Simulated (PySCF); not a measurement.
Run report: AlBr, single-point calculation

AlBr, computed with RHF/ano-rcc-vdzp, casci (PySCF 2.14.0).

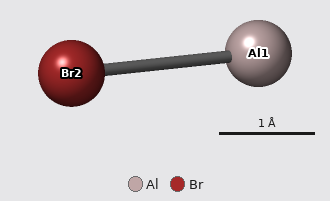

**Figure 1.** The structure as given in the input (ball-and-stick view, seen at an oblique angle; atoms are numbered from 1 in the order of the input). Sticks mark near contacts.

**Key numbers**

- outcome: converged
- SCF energy: −2846.870135 hartree
- dipole moment: 1.18 D
- hardware: 1 CPU thread, shared host
- wall time: 10 s

**Input file**
```python
from pyscf import gto, scf, mcscf

mol = gto.M(
    atom='Al 0 0 0; Br 0 0 2.225',
    basis='ano-rcc-vdzp',
    charge=0,
    spin=0,
    verbose=3,
)
mf = scf.RHF(mol)
mf = mf.sfx2c1e()
mf.kernel()
mc = mcscf.CASCI(mf, 8, 10)
mc.kernel()
mc.analyze()
mf.dip_moment()
print('orbital energies (hartree):', mf.mo_energy[..., max(0, mol.nelec[1]-3):mol.nelec[0]+3].round(4))
```

Launch command:
```bash
python input.py
```

**What the program printed**
```
converged SCF energy = -2846.87013479962
CASCI E = -2846.89773967545  E(CI) = -20.2162413133683  S^2 = 0.0000000
Dipole moment(X, Y, Z, Debye): -0.00000,  0.00000, -1.17660
orbital energies (hartree): [-0.428  -0.428  -0.3232  0.0506  0.0506  0.1581]
```
